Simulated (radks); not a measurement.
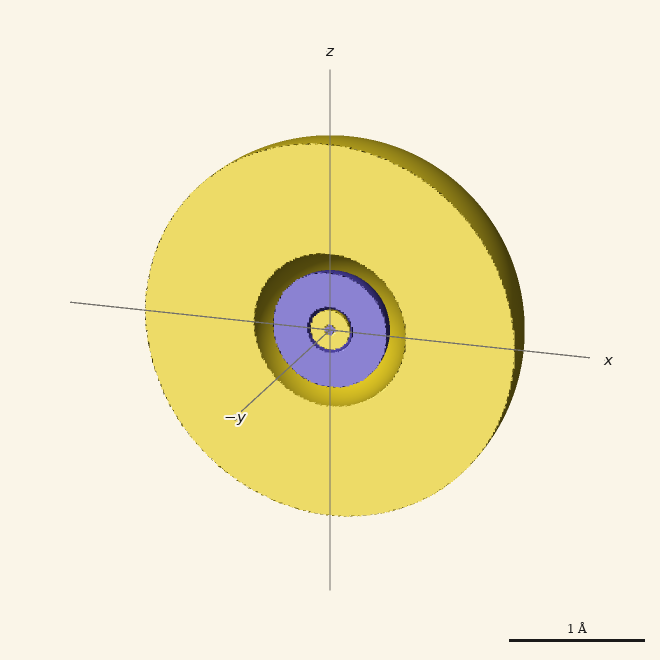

The 4s orbital of up spin. The radial function comes from the spherical calculation and is multiplied by a real spherical harmonic; the overall sign is chosen so that the largest lobe of P(r) is positive. The surface of constant |ψ| that holds about 90 % of the electron is drawn, yellow where ψ is positive and blue where it is negative, with the half in front of the xz plane cut away and the cut face painted. It has no angular node and 3 radial nodes, at r = 0.0743, 0.309 and 0.960 bohr. The outermost maximum of P² lies at 2.01 bohr, ⟨r⟩ = 2.00 bohr, 90 % of the charge lies within 2.72 bohr, and the eigenvalue is 5.03 eV, with 1 electron in the shell for this spin.

# Co: atomic calculation

System: the neutral cobalt atom in the configuration [Ar] 3d7 4s2 (high spin). It sits in a hard spherical wall of radius 3.5 bohr.
Method: non-relativistic Kohn-Sham, r2SCAN, spin-polarised, spherical densities, point nucleus (the in-house radial solver radks).

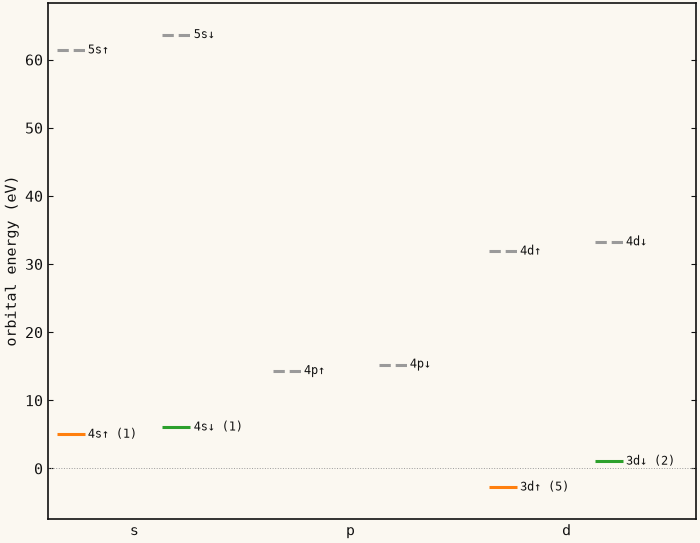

The outer levels are drawn by angular momentum (occupations in brackets, up spins at the left of each column and down spins at the right, empty levels dashed). The highest occupied level is 4s down at 6.09 eV. From the top down the occupied levels run 4s down (6.09 eV), 4s up (5.03 eV), 3d down (1.07 eV), 3d up (−2.73 eV). The largest exchange splitting (down less up) among the shells drawn in both spins is that of 3d, 3.80 eV. The wall pushes the highest level above zero, where only the wall holds the electron in. The open 3d shell lies under a filled one.

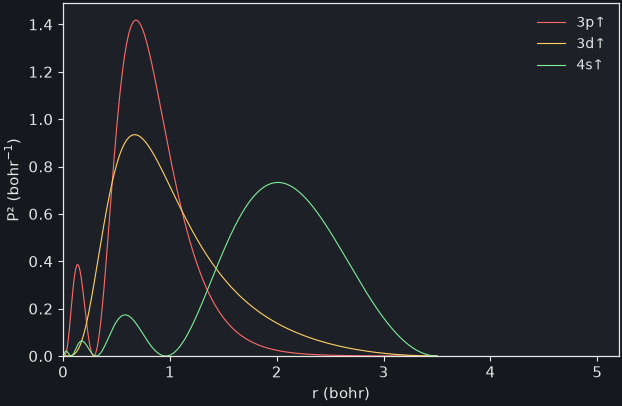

The radial probability densities P² of 3d up, 4s up and 3p up. 3p up: outer maximum at 0.682 bohr, ⟨r⟩ = 0.823 bohr, 1 node, eigenvalue −61.2 eV; 3d up: outer maximum at 0.670 bohr, ⟨r⟩ = 1.02 bohr, 0 nodes, eigenvalue −2.73 eV; 4s up: outer maximum at 2.01 bohr, ⟨r⟩ = 2.00 bohr, 3 nodes, eigenvalue 5.03 eV.

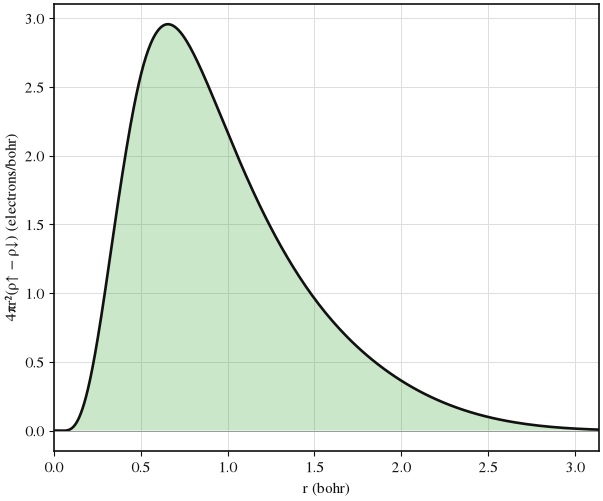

The radial spin density. The curve integrates to 3 unpaired electrons, held by 3d (+3). Its largest value, 2.96 electrons/bohr, lies near r = 0.66 bohr. Regions of the opposite sign are negligible. At the nucleus the spin density is 0.147 bohr⁻³.

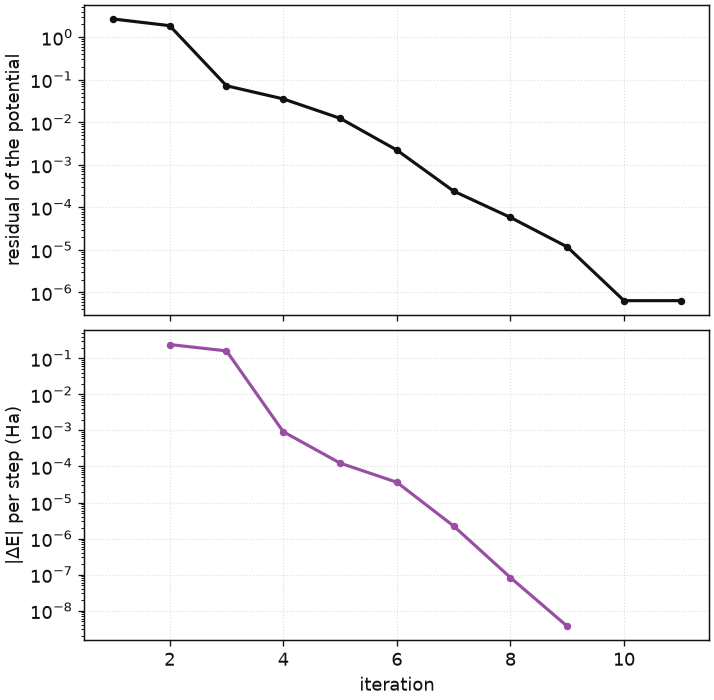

Convergence: residual of the potential and change of the energy from step to step (the smallest changes aren't drawn) against the iteration. The residual falls almost steadily, with no more than small rises or pauses. It goes from 2.7 to 6.4×10⁻⁷ in 11 steps.

Input and output of the run follow.

### Input
```
Z 27
configuration [Ar] 3d7 4s2 4p0 5s0 4d0
relativity non-relativistic
functional r2scan,r2scan
spin polarised
nucleus point
wall 3.5 bohr
```

Energies in input and log are in hartree, lengths in bohr.

Launched within a batch (the task file carries these settings):
```bash
python <driver script> task.json out
```

### Log
```
1s      1   1.0000        -276.79373454
2s      1   1.0000         -32.51334727
2p      1   3.0000         -28.12081781
3s      1   1.0000          -3.57589974
3p      1   3.0000          -2.24812624
3d      1   5.0000          -0.10036837
4s      1   1.0000           0.18488293
4p      1   0.0000           0.52508287
5s      1   0.0000           2.25462939
4d      1   0.0000           1.17277149
1s      2   1.0000        -276.79419167
2s      2   1.0000         -32.43899658
2p      2   3.0000         -28.06532945
3s      2   1.0000          -3.42112780
3p      2   3.0000          -2.09423583
3d      2   2.0000           0.03942715
4s      2   1.0000           0.22386929
4p      2   0.0000           0.56004888
5s      2   0.0000           2.33767738
4d      2   0.0000           1.22278717
Etot -1382.0394786163583
Ekin 1384.0177829009137
Encl -3304.0003761235566
Eh 597.4224522385231
Exc -59.4793376322386
err 6.428811344854301e-07
it 11
```

### Summary

- outcome: converged
- total energy: −1382.0395 hartree
- kinetic energy: 1384.0178 hartree
- electron–nucleus energy: −3304.0004 hartree
- Hartree energy: 597.422452 hartree
- exchange–correlation energy: −59.479338 hartree
- radius at density 0.001 e/bohr³: 3.23 bohr
- pressure on the wall: 168 GPa
- SCF iterations: 11
- hardware: 1 CPU thread, shared host
